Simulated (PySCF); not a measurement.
GeO: single-point calculation

The run: single-point calculation of GeO. Method and program: UHF/jorge-dzp (PySCF 2.14.0).

Some settings of this run were made unusual or wrong on purpose.

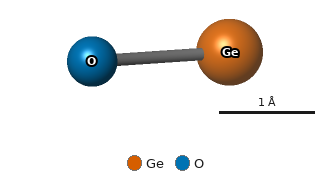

**Figure 1.** The structure (ball-and-stick view, seen at a tilt). Sticks mark near contacts.

**What the run reported**

```json
{"quantity": "outcome", "value": "converged"}
{"quantity": "SCF energy", "value": "−2150.148708 hartree"}
{"quantity": "dipole moment", "value": "4.56 D"}
{"quantity": "hardware", "value": "1 CPU thread, shared host"}
{"quantity": "wall time", "value": "3.4 s"}
```

**What went wrong**

Some settings of this run were drawn to be unusual or wrong. It converged; results that depend on the unusual settings are not reference values.

**The input**
```python
from pyscf import gto, scf

mol = gto.M(
    atom='Ge 0 0 0; O 0 0 1.672',
    basis='jorge-dzp',
    charge=0,
    spin=0,
    symmetry=True,
    verbose=4,
)
mf = scf.UHF(mol)
mf.level_shift = -0.2
mf.kernel()
mf.dip_moment()
print('orbital energies (hartree):', [e[max(0, n-3):n+3].round(4) for e, n in zip(mf.mo_energy, mol.nelec)])
```

Launch command:
```bash
OMP_NUM_THREADS=1 python input.py
```

**The program's output**
```
PySCF version 2.14.0

[INPUT] verbose = 4
[INPUT] num. atoms = 2
[INPUT] num. electrons = 40
[INPUT] charge = 0
[INPUT] spin (= nelec alpha-beta = 2S) = 0
[INPUT] symmetry True subgroup None
[INPUT] Mole.unit = angstrom
[INPUT] Symbol           X                Y                Z      unit          X                Y                Z       unit  Magmom
[INPUT]  1 Ge     0.000000000000   0.000000000000   0.000000000000 AA    0.000000000000   0.000000000000   0.000000000000 Bohr   0.0
[INPUT]  2 O      0.000000000000   0.000000000000   1.672000000000 AA    0.000000000000   0.000000000000   3.159622080273 Bohr   0.0

nuclear repulsion = 81.022348083445
point group symmetry = Coov
symmetry origin: [0.         0.         0.63192442]
symmetry axis x: [1. 0. 0.]
symmetry axis y: [0. 1. 0.]
symmetry axis z: [0. 0. 1.]
num. orbitals of irrep A1 = 24
num. orbitals of irrep E1x = 12
num. orbitals of irrep E1y = 12
num. orbitals of irrep E2x = 4
num. orbitals of irrep E2y = 4
num. orbitals of irrep E3x = 1
num. orbitals of irrep E3y = 1
number of shells = 24
number of NR pGTOs = 112
number of NR cGTOs = 58
basis = jorge-dzp
ecp = {}

******** <class 'pyscf.scf.uhf_symm.SymAdaptedUHF'> ********
method = SymAdaptedUHF
initial guess = minao
damping factor = 0
level_shift factor = -0.2
DIIS = <class 'pyscf.scf.diis.CDIIS'>
diis_start_cycle = 1
diis_space = 8
diis_damp = 0
SCF conv_tol = 1e-09
SCF conv_tol_grad = None
SCF max_cycles = 50
direct_scf = True
direct_scf_tol = 1e-13
number electrons alpha = 20  beta = 20
Freeze 0 electrons in irreps []
    40 free electrons in irreps A1 E1x E1y E2x E2y E3x E3y
Set gradient conv threshold to 3.16228e-05
init E= -2147.03506581759
alpha HOMO (A1) = -0.418953739153905  LUMO (E1x) = -0.165144207331991
beta  HOMO (A1) = -0.418514491603868  LUMO (E1x) = -0.164979537298393
  HOMO = -0.418514491604  LUMO = -0.165144207332  gap/eV = 6.89456
cycle= 1 E= -2149.9265456475  delta_E= -2.89  |g|= 0.869  |ddm|=  1.3
alpha HOMO (A1) = -0.247408479370208  LUMO (E1x) = -0.0834470580672715
beta  HOMO (A1) = -0.247448399562764  LUMO (E1x) = -0.0831482333140912
  HOMO = -0.24740847937  LUMO = -0.0834470580673  gap/eV = 4.46162
cycle= 2 E= -2147.79099664265  delta_E= 2.14  |g|= 1.95  |ddm|=  2.1
alpha HOMO (A1) = -0.451673204999968  LUMO (E1x) = -0.085281888411231
beta  HOMO (A1) = -0.451678747507119  LUMO (E1x) = -0.0853144647562516
  HOMO = -0.451673205  LUMO = -0.0853144647563  gap/eV = 9.96913
cycle= 3 E= -2149.88364809975  delta_E= -2.09  |g|=  0.6  |ddm|= 2.26
alpha HOMO (E1x) = -0.405442972958497  LUMO (E1x) = -0.177328311996746
beta  HOMO (E1x) = -0.405273755824759  LUMO (E1x) = -0.177315105849281
  HOMO = -0.405273755825  LUMO = -0.177328311997  gap/eV = 6.20271
cycle= 4 E= -2150.05075936086  delta_E= -0.167  |g|= 0.409  |ddm|= 1.17
alpha HOMO (E1x) = -0.423492707858614  LUMO (E1x) = -0.163084115565681
beta  HOMO (E1x) = -0.423243632013488  LUMO (E1x) = -0.163071944884962
  HOMO = -0.423243632013  LUMO = -0.163084115566  gap/eV = 7.07930
cycle= 5 E= -2150.1269403839  delta_E= -0.0762  |g|= 0.154  |ddm|= 0.62
alpha HOMO (A1) = -0.424011920468507  LUMO (E1x) = -0.166568146611269
beta  HOMO (A1) = -0.423962767647039  LUMO (E1x) = -0.166557520168979
  HOMO = -0.423962767647  LUMO = -0.166568146611  gap/eV = 7.00406
cycle= 6 E= -2150.13438969923  delta_E= -0.00745  |g|= 0.147  |ddm|= 0.398
alpha HOMO (A1) = -0.423667916855139  LUMO (E1x) = -0.163939117223897
beta  HOMO (A1) = -0.423633057942544  LUMO (E1x) = -0.163932753368542
  HOMO = -0.423633057943  LUMO = -0.163939117224  gap/eV = 7.06663
cycle= 7 E= -2150.14348395438  delta_E= -0.00909  |g|= 0.0796  |ddm|= 0.271
alpha HOMO (A1) = -0.423396203494937  LUMO (E1x) = -0.16553789035828
beta  HOMO (A1) = -0.423363861069538  LUMO (E1x) = -0.165531931067797
  HOMO = -0.42336386107  LUMO = -0.165537890358  gap/eV = 7.01580
cycle= 8 E= -2150.14586367666  delta_E= -0.00238  |g|= 0.0626  |ddm|= 0.185
alpha HOMO (A1) = -0.423803313721305  LUMO (E1x) = -0.165647266585914
beta  HOMO (A1) = -0.423776665538191  LUMO (E1x) = -0.165641938705228
  HOMO = -0.423776665538  LUMO = -0.165647266586  gap/eV = 7.02406
cycle= 9 E= -2150.14720023115  delta_E= -0.00134  |g|= 0.0437  |ddm|= 0.133
alpha HOMO (A1) = -0.423345196041105  LUMO (E1x) = -0.16569538427661
beta  HOMO (A1) = -0.423319906523642  LUMO (E1x) = -0.165689725461306
  HOMO = -0.423319906524  LUMO = -0.165695384277  gap/eV = 7.01032
cycle= 10 E= -2150.14788621801  delta_E= -0.000686  |g|= 0.0332  |ddm|= 0.0984
alpha HOMO (A1) = -0.423371172197382  LUMO (E1x) = -0.165732109795208
beta  HOMO (A1) = -0.423348294861547  LUMO (E1x) = -0.165726592950328
  HOMO = -0.423348294862  LUMO = -0.165732109795  gap/eV = 7.01009
cycle= 11 E= -2150.14827013891  delta_E= -0.000384  |g|= 0.0234  |ddm|= 0.0722
alpha HOMO (A1) = -0.423335902602588  LUMO (E1x) = -0.165768694571838
beta  HOMO (A1) = -0.423313569479311  LUMO (E1x) = -0.165763286875809
  HOMO = -0.423313569479  LUMO = -0.165768694572  gap/eV = 7.00815
cycle= 12 E= -2150.14846374326  delta_E= -0.000194  |g|= 0.0179  |ddm|= 0.0538
alpha HOMO (A1) = -0.423345927279242  LUMO (E1x) = -0.165783528516513
beta  HOMO (A1) = -0.423324228893718  LUMO (E1x) = -0.165778224460936
  HOMO = -0.423324228894  LUMO = -0.165783528517  gap/eV = 7.00804
cycle= 13 E= -2150.14857374869  delta_E= -0.00011  |g|= 0.0129  |ddm|= 0.04
alpha HOMO (A1) = -0.423375766718798  LUMO (E1x) = -0.165778705955425
beta  HOMO (A1) = -0.42335443052703  LUMO (E1x) = -0.165773451775088
  HOMO = -0.423354430527  LUMO = -0.165778705955  gap/eV = 7.00899
cycle= 14 E= -2150.14863201834  delta_E= -5.83e-05  |g|= 0.00989  |ddm|= 0.0302
alpha HOMO (A1) = -0.423384200859508  LUMO (E1x) = -0.165779382996732
beta  HOMO (A1) = -0.423363413670378  LUMO (E1x) = -0.165774164484212
  HOMO = -0.42336341367  LUMO = -0.165779382997  gap/eV = 7.00922
cycle= 15 E= -2150.14866625891  delta_E= -3.42e-05  |g|= 0.00727  |ddm|= 0.0225
alpha HOMO (A1) = -0.423385039572004  LUMO (E1x) = -0.165784082198442
beta  HOMO (A1) = -0.423364386240042  LUMO (E1x) = -0.165778929541972
  HOMO = -0.42336438624  LUMO = -0.165784082198  gap/eV = 7.00912
cycle= 16 E= -2150.14868455244  delta_E= -1.83e-05  |g|= 0.00548  |ddm|= 0.0168
alpha HOMO (A1) = -0.423384422066447  LUMO (E1x) = -0.165786652927061
beta  HOMO (A1) = -0.423363933230263  LUMO (E1x) = -0.165781578045696
  HOMO = -0.42336393323  LUMO = -0.165786652927  gap/eV = 7.00903
cycle= 17 E= -2150.14869503445  delta_E= -1.05e-05  |g|= 0.00407  |ddm|= 0.0126
alpha HOMO (A1) = -0.423384777676626  LUMO (E1x) = -0.165787991766337
beta  HOMO (A1) = -0.423364365853846  LUMO (E1x) = -0.165782930416007
  HOMO = -0.423364365854  LUMO = -0.165787991766  gap/eV = 7.00901
cycle= 18 E= -2150.14870078001  delta_E= -5.75e-06  |g|= 0.00306  |ddm|= 0.00942
alpha HOMO (A1) = -0.423384572949336  LUMO (E1x) = -0.165788834811906
beta  HOMO (A1) = -0.423364298937775  LUMO (E1x) = -0.165783806660173
  HOMO = -0.423364298938  LUMO = -0.165788834812  gap/eV = 7.00899
cycle= 19 E= -2150.14870403981  delta_E= -3.26e-06  |g|= 0.00228  |ddm|= 0.00705
alpha HOMO (A1) = -0.423384589927993  LUMO (E1x) = -0.165789255467914
beta  HOMO (A1) = -0.423364410832772  LUMO (E1x) = -0.165784265549682
  HOMO = -0.423364410833  LUMO = -0.165789255468  gap/eV = 7.00898
cycle= 20 E= -2150.14870584491  delta_E= -1.81e-06  |g|= 0.00171  |ddm|= 0.00528
alpha HOMO (A1) = -0.423384551556029  LUMO (E1x) = -0.165789516740531
beta  HOMO (A1) = -0.423364485523265  LUMO (E1x) = -0.165784575082178
  HOMO = -0.423364485523  LUMO = -0.165789516741  gap/eV = 7.00897
cycle= 21 E= -2150.1487068627  delta_E= -1.02e-06  |g|= 0.00128  |ddm|= 0.00395
alpha HOMO (A1) = -0.423384435738878  LUMO (E1x) = -0.165789512591168
beta  HOMO (A1) = -0.42336463277021  LUMO (E1x) = -0.165784675365416
  HOMO = -0.42336463277  LUMO = -0.165789512591  gap/eV = 7.00898
cycle= 22 E= -2150.14870742911  delta_E= -5.66e-07  |g|= 0.000958  |ddm|= 0.00296
alpha HOMO (A1) = -0.423384519246535  LUMO (E1x) = -0.165789646429587
beta  HOMO (A1) = -0.423364493049567  LUMO (E1x) = -0.165784768402865
  HOMO = -0.42336449305  LUMO = -0.16578964643  gap/eV = 7.00897
cycle= 23 E= -2150.14870774782  delta_E= -3.19e-07  |g|= 0.000716  |ddm|= 0.00221
alpha HOMO (A1) = -0.423384425891438  LUMO (E1x) = -0.16578964555115
beta  HOMO (A1) = -0.423364719951864  LUMO (E1x) = -0.165784846945684
  HOMO = -0.423364719952  LUMO = -0.165789645551  gap/eV = 7.00897
cycle= 24 E= -2150.14870792573  delta_E= -1.78e-07  |g|= 0.000536  |ddm|= 0.00166
alpha HOMO (A1) = -0.423384450070623  LUMO (E1x) = -0.165789668556457
beta  HOMO (A1) = -0.423364679557256  LUMO (E1x) = -0.165784853561519
  HOMO = -0.423364679557  LUMO = -0.165789668556  gap/eV = 7.00897
cycle= 25 E= -2150.14870802564  delta_E= -9.99e-08  |g|= 0.000401  |ddm|= 0.00124
alpha HOMO (A1) = -0.423384401011693  LUMO (E1x) = -0.165789670311526
beta  HOMO (A1) = -0.423364749067047  LUMO (E1x) = -0.165784879982226
  HOMO = -0.423364749067  LUMO = -0.165789670312  gap/eV = 7.00897
cycle= 26 E= -2150.14870808149  delta_E= -5.58e-08  |g|= 0.0003  |ddm|= 0.000927
alpha HOMO (A1) = -0.423384396605711  LUMO (E1x) = -0.165789676410881
beta  HOMO (A1) = -0.42336475532909  LUMO (E1x) = -0.165784888271141
  HOMO = -0.423364755329  LUMO = -0.165789676411  gap/eV = 7.00897
cycle= 27 E= -2150.1487081128  delta_E= -3.13e-08  |g|= 0.000225  |ddm|= 0.000694
alpha HOMO (A1) = -0.423384381600699  LUMO (E1x) = -0.165789677386051
beta  HOMO (A1) = -0.423364770665049  LUMO (E1x) = -0.165784894071436
  HOMO = -0.423364770665  LUMO = -0.165789677386  gap/eV = 7.00898
cycle= 28 E= -2150.14870813033  delta_E= -1.75e-08  |g|= 0.000168  |ddm|= 0.000519
alpha HOMO (A1) = -0.423384376433088  LUMO (E1x) = -0.165789679156454
beta  HOMO (A1) = -0.423364774365551  LUMO (E1x) = -0.165784897978945
  HOMO = -0.423364774366  LUMO = -0.165789679156  gap/eV = 7.00898
cycle= 29 E= -2150.14870814014  delta_E= -9.81e-09  |g|= 0.000126  |ddm|= 0.000389
alpha HOMO (A1) = -0.423384329580486  LUMO (E1x) = -0.165789657964019
beta  HOMO (A1) = -0.423364840739832  LUMO (E1x) = -0.165784906341408
  HOMO = -0.42336484074  LUMO = -0.165789657964  gap/eV = 7.00898
cycle= 30 E= -2150.14870814564  delta_E= -5.5e-09  |g|= 9.42e-05  |ddm|= 0.000291
alpha HOMO (A1) = -0.423384272854577  LUMO (E1x) = -0.165789636462783
beta  HOMO (A1) = -0.423364918858729  LUMO (E1x) = -0.165784912509004
  HOMO = -0.423364918859  LUMO = -0.165789636463  gap/eV = 7.00898
cycle= 31 E= -2150.14870814873  delta_E= -3.09e-09  |g|= 7.05e-05  |ddm|= 0.000217
alpha HOMO (A1) = -0.423384168792524  LUMO (E1x) = -0.16578963641507
beta  HOMO (A1) = -0.423365027148669  LUMO (E1x) = -0.165784950022157
  HOMO = -0.423365027149  LUMO = -0.165789636415  gap/eV = 7.00898
cycle= 32 E= -2150.14870815047  delta_E= -1.74e-09  |g|= 5.27e-05  |ddm|= 0.000163
alpha HOMO (A1) = -0.423384181768838  LUMO (E1x) = -0.165789643070056
beta  HOMO (A1) = -0.423365004697614  LUMO (E1x) = -0.165784947520571
  HOMO = -0.423365004698  LUMO = -0.16578964307  gap/eV = 7.00898
cycle= 33 E= -2150.14870815141  delta_E= -9.41e-10  |g|= 3.95e-05  |ddm|= 0.000122
alpha HOMO (A1) = -0.423383749908045  LUMO (E1x) = -0.165789543184019
beta  HOMO (A1) = -0.423365472802307  LUMO (E1x) = -0.165785048631555
  HOMO = -0.423365472802  LUMO = -0.165789543184  gap/eV = 7.00900
cycle= 34 E= -2150.14870815205  delta_E= -6.35e-10  |g|= 2.98e-05  |ddm|= 0.000111
```

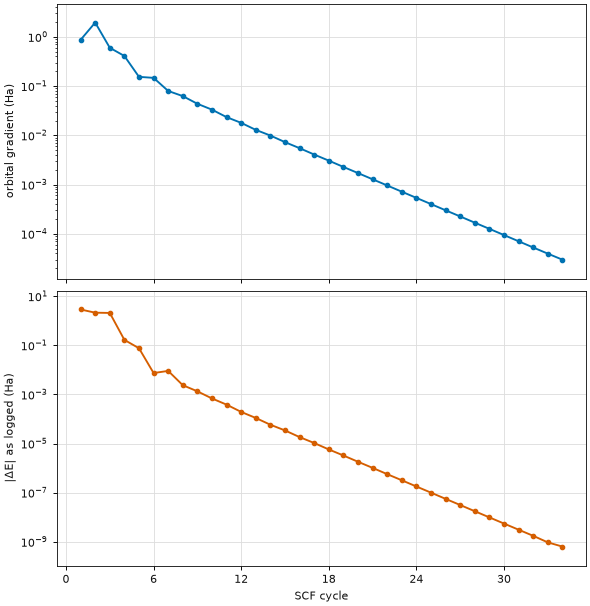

**Figure 2.** Convergence of the self-consistent field: orbital gradient and size of the energy change against the SCF cycle. The residual comes down, with one marked jump up, by a factor of about 2, at step 2.

```
alpha HOMO (A1) = -0.423389565025663  LUMO (E1x) = 0.0342100799361091
beta  HOMO (A1) = -0.423371277379423  LUMO (E1x) = 0.0342148101558095
  HOMO = -0.423371277379  LUMO = 0.0342100799361  gap/eV = 12.45142
Extra cycle  E= -2150.14870815203  delta_E= 1.91e-11  |g|= 4.27e-05  |ddm|= 5.83e-05
converged SCF energy = -2150.14870815203  <S^2> = 7.8696115e-07  2S+1 = 1.0000016
Dipole moment(X, Y, Z, Debye):  0.00000,  0.00000, -4.56050
orbital energies (hartree): [array([-0.4332, -0.4332, -0.4234,  0.0342,  0.0342,  0.1895]), array([-0.433 , -0.433 , -0.4234,  0.0342,  0.0342,  0.1895])]
```
